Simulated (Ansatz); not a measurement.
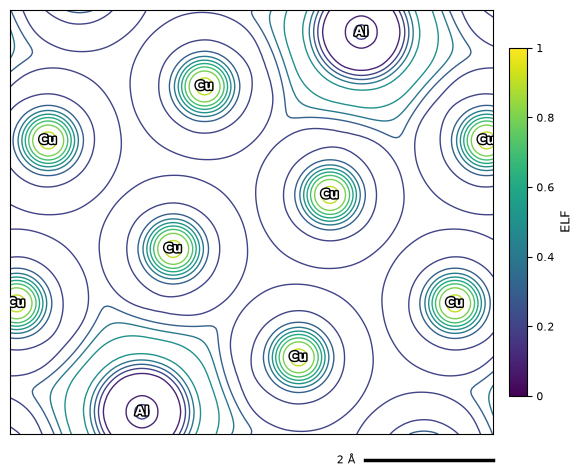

AlCu$_{6}$. Electron localisation function on the (001) plane of the conventional cell.

Space group R-3; a generated structure, not necessarily the stable one; computed without spin polarisation.

Theory: DFT PBE, scalar-relativistic, plane waves, PAW (Ansatz).

> What does the map show?

The plane passes through Al and Cu nuclei. Cu–Cu (2.59 Å): the ELF is about 0.25 at the midpoint: no shared electron pair shows on this line. Al–Cu (2.59 Å): the ELF is about 0.40 at the midpoint. The features right at Cu lie inside the PAW spheres, where the map follows smoothed inner orbitals and isn't to be read closely.
